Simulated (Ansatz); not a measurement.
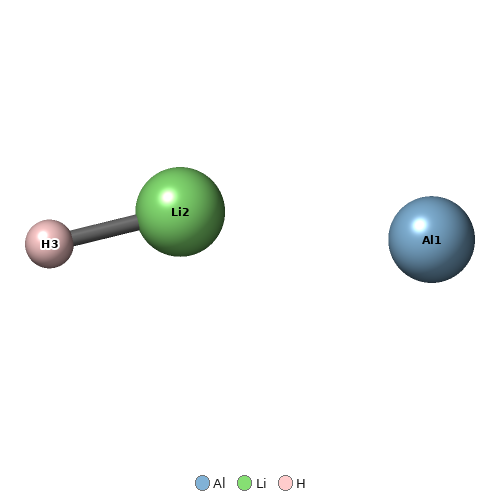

The system is Al + LiH, spin multiplicity 2; the picture shows the reference structure. The first coordinate is: distance Al1–Li2; the second: distance Li2–H3. Nothing is relaxed (the angle Al1–Li2–H3 is fixed at 160 degrees). The scan uses a 17 × 17 grid. Points are written as (first, second). All energies are given in eV relative to the lowest grid point. Energies and slopes of some neighbouring points disagree (a jump in structure or state, or too coarse a mesh). In part of the range the unrestricted reference is strongly spin-contaminated. Method: Ansatz 0.2.0, UHF-CCSD(T), frozen core/def2-TZVPD.

Its coordinates:

| atom | x (Å) | y (Å) | z (Å) |
| --- | --- | --- | --- |
| Al | -3.1280 | 0.0000 | 0.0000 |
| Li | 0.0000 | 0.0000 | 0.0000 |
| H | 1.5674 | 0.5705 | 0.0000 |

Range: distance Al1–Li2 from 1.992 to 4.392 Å; distance Li2–H3 from 1.272 to 3.672 Å.

### What will the energy surface look like?

The lowest grid point is at (3.128 Å, 1.668 Å). The highest grid point, (1.992 Å, 3.672 Å), lies 2.96 eV above the lowest.

| distance Li2–H3 ↓, distance Al1–Li2 → | 2.057 | 2.264 | 2.521 | 2.811 | 3.128 | 3.467 | 3.824 | 4.199 |
| --- | --- | --- | --- | --- | --- | --- | --- | --- |
| 3.672 | 2.70 | 2.19 | 1.87 | 1.72 | 1.76 | 1.91 | 2.06 | 2.18 |
| 3.290 | 2.68 | 2.16 | 1.82 | 1.65 | 1.65 | 1.74 | 1.84 | 1.94 |
| 2.923 | 2.62 | 2.08 | 1.61 | 1.38 | 1.37 | 1.43 | 1.51 | 1.59 |
| 2.575 | 2.33 | 2.00 | 1.20 | 1.01 | 0.98 | 1.03 | 1.11 | 1.18 |
| 2.247 | 1.90 | 1.23 | 0.79 | 0.61 | 0.57 | 0.61 | 0.68 | 0.75 |
| 1.943 | 1.53 | 0.86 | 0.43 | 0.24 | 0.21 | 0.24 | 0.30 | 0.37 |
| 1.668 | 1.31 | 0.65 | 0.23 | 0.04 | 0.00 | 0.03 | 0.09 | 0.15 |
| 1.433 | 1.40 | 0.76 | 0.34 | 0.16 | 0.12 | 0.15 | 0.20 | 0.26 |
| 1.272 | 1.80 | 1.17 | 0.76 | 0.58 | 0.54 | 0.57 | 0.62 | 0.67 |

The table holds every second grid line.

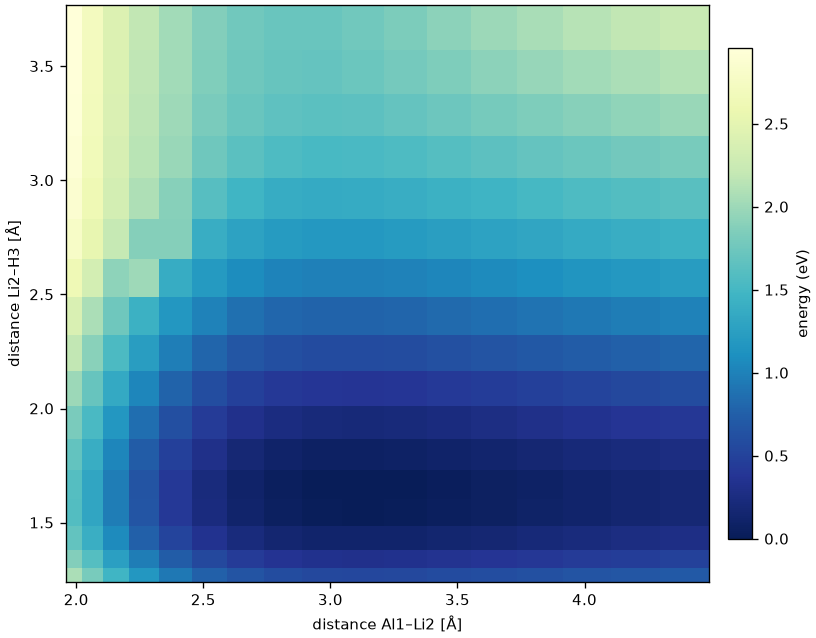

The picture shows one coloured cell a grid point.

Time for the 289 points that were run: 37 min on 1 thread of AMD EPYC 9R45 96-Core Processor (Zen 5), on a shared host.
